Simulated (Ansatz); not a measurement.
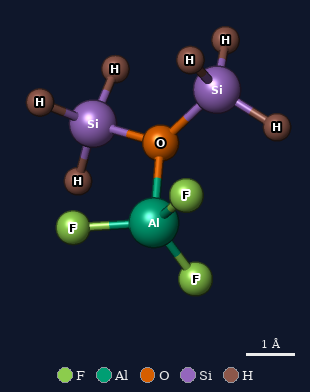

This is the input geometry for a relaxation of AlSi$_{2}$H$_{6}$OF$_{3}$. The picture is a ball-and-stick view, seen at a tilt.

The start comes from PBE-D4/def2-SVP.

All numbers below come from Ansatz 0.2.0, RKS PBE0-D4/def2-TZVP.

Input file:
```yaml
crystal:
  periodic: [false, false, false]
  atoms:
    - {symbol: F, position_ang: [-1.321984, -2.110437, -0.421988]}
    - {symbol: Al, position_ang: [-1.498262, -0.496291, -0.898285]}
    - {symbol: F, position_ang: [-2.469352, 0.520211, 0.044579]}
    - {symbol: F, position_ang: [-1.501698, -0.208038, -2.547679]}
    - {symbol: O, position_ang: [0.167416, 0.102025, -0.152128]}
    - {symbol: Si, position_ang: [0.073289, 1.649538, 0.675591]}
    - {symbol: Si, position_ang: [1.332402, -1.184149, 0.125760]}
    - {symbol: H, position_ang: [-0.609513, 2.593189, -0.255104]}
    - {symbol: H, position_ang: [1.510266, 2.031054, 0.881836]}
    - {symbol: H, position_ang: [-0.611876, 1.469018, 1.990357]}
    - {symbol: H, position_ang: [1.388978, -1.983792, -1.131664]}
    - {symbol: H, position_ang: [0.938038, -1.961411, 1.338949]}
    - {symbol: H, position_ang: [2.622696, -0.455618, 0.364576]}
basis:
  gaussian: {orbitals: def2-TZVP}
hamiltonian: {xc: pbe0, dispersion: d4}
relax: {f_tol: 0.005, max_steps: 150}
```

Command:
```bash
ansatz run in.yaml --threads 4 --pin off --events-out ev --progress --plain --max-ram 11315MiB
```

Where does the relaxation end?

After 29 accepted moves (31 points after the start) the energy has fallen by 3.27 kcal/mol. Largest force component: 0.83 eV/Å at the start, 0.002 eV/Å at the end. The line search rejected the trial steps at points 14, 20 of the run. The forces were under the threshold at step 8, but the run went on from there. The largest move after the best rigid fit is that of H13, 1.01 Å. Largest moves by element: H 1.01 Å, F 0.66 Å, Si 0.28 Å, O 0.23 Å, Al 0.03 Å. Some distances before and after: O5–Si7 1.757 → 1.706 Å, O5–Si6 1.757 → 1.715 Å, F1–Al2 1.692 → 1.650 Å, Al2–F3 1.693 → 1.663 Å. Among the angles between lasting bonds that change: F1–Al2–O5 95.6° → 103.1°, F4–Al2–O5 109.3° → 103.1°, Al2–O5–Si7 114.1° → 120.0°. Groups turn about O5–Si7 by about 35°, Al2–O5 by about 30°, O5–Si6 by about 25°.

The structure at the end:

```xyz
13

F    -1.9282   -1.9503   -0.2104
Al   -1.5222   -0.5144   -0.9154
F    -2.3819    0.8320   -0.4521
F    -1.0181   -0.5871   -2.4853
O     0.0540   -0.0073    0.0189
Si   -0.0161    1.4751    0.8790
Si    1.4333   -1.0097   -0.0288
H    -0.2344    2.5721   -0.0786
H     1.3432    1.5601    1.4729
H    -1.0378    1.3665    1.9336
H     1.0506   -2.1589   -0.8683
H     1.7437   -1.3972    1.3638
H     2.5342   -0.2154   -0.6145
```

After the run, drawn alike:

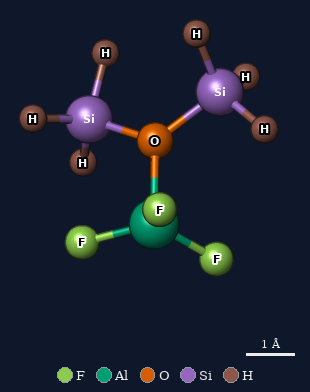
